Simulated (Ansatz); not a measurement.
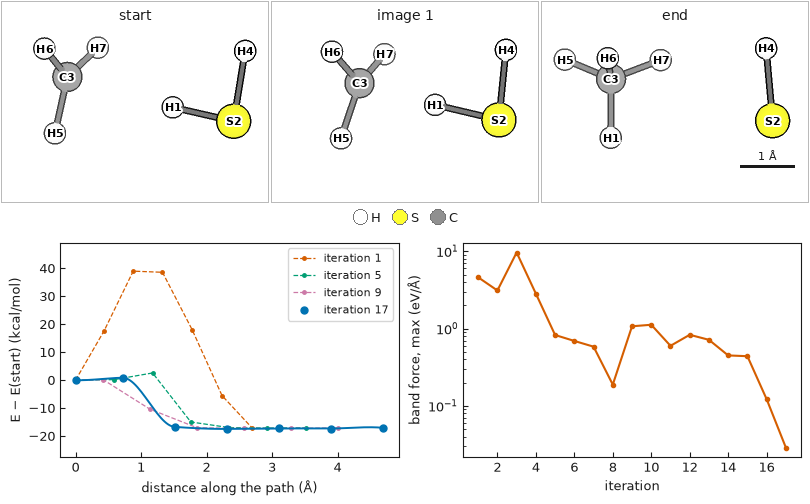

NEB run on CH5S (multiplicity 2), made up of H2S and CH3. Images are numbered from 0 (start) to 6 (end). The plot follows the band through its iterations. The picture is a ball-and-stick view, seen at a tilt.

Method: Ansatz 0.2.0, UKS PBE0-D4/def2-SVP.

Input
```yaml
crystal:
  periodic: [false, false, false]
  atoms:
    - {symbol: H, position_ang: [0.139350, -0.992808, -0.023961]}
    - {symbol: S, position_ang: [0.630448, -2.244199, 0.097564]}
    - {symbol: C, position_ang: [-0.619190, 1.234562, -0.190935]}
    - {symbol: H, position_ang: [1.746300, -1.806520, 0.699652]}
    - {symbol: H, position_ang: [-1.555551, 0.905476, -0.618713]}
    - {symbol: H, position_ang: [-0.541826, 1.393155, 0.875089]}
    - {symbol: H, position_ang: [0.200469, 1.510433, -0.838697]}
basis:
  gaussian: {orbitals: def2-SVP}
magnetization: {spin_polarized: true, initial_magnetization: 1}
hamiltonian: {xc: pbe0, dispersion: d4}
neb:
  images: 5
  climbing: true
  max_iterations: 40
  initial_path: idpp
  final_atoms:
    - {symbol: H, position_ang: [-1.315311, -0.024577, -0.604462]}
    - {symbol: S, position_ang: [1.199361, -2.324285, 0.303797]}
    - {symbol: C, position_ang: [-0.627608, 0.733186, -0.230162]}
    - {symbol: H, position_ang: [1.944037, -1.345264, 0.849042]}
    - {symbol: H, position_ang: [-1.065072, 1.721447, -0.370531]}
    - {symbol: H, position_ang: [-0.447437, 0.566079, 0.831812]}
    - {symbol: H, position_ang: [0.312031, 0.673514, -0.779496]}
```

Command:
```bash
ansatz run in.yaml --threads 2 --pin off --events-out ev --progress --plain --max-ram 4352MiB
```

> How did the profile develop, and is the result final?

The run is converged, with reservations. The band converged in 17 iterations. The largest component of the band force went from 4.6 to 0.029 eV/Å. The climbing image converged on the top of the path. Its curvatures weren't checked. The largest force component is 0.37 eV/Å at the start and 0.29 eV/Å at the end; an end with forces this large is no minimum, and the barrier measured from it can be far off. The first iteration put the highest image at 39.0 kcal/mol. The highest point, image 1, lies 0.9 kcal/mol above the start and 17.9 kcal/mol above the end; the end is at −17.0 kcal/mol relative to the start. Image 3 lies below both ends, at −17.4 kcal/mol, so an end isn't at the bottom of its valley.

Limits of the set-up: the start holds two separate molecules, 2.4 Å apart at their closest, whose relative position is a soft coordinate.

Cost: 4.2 min on 2 threads of Arm Neoverse V2 (shared host).
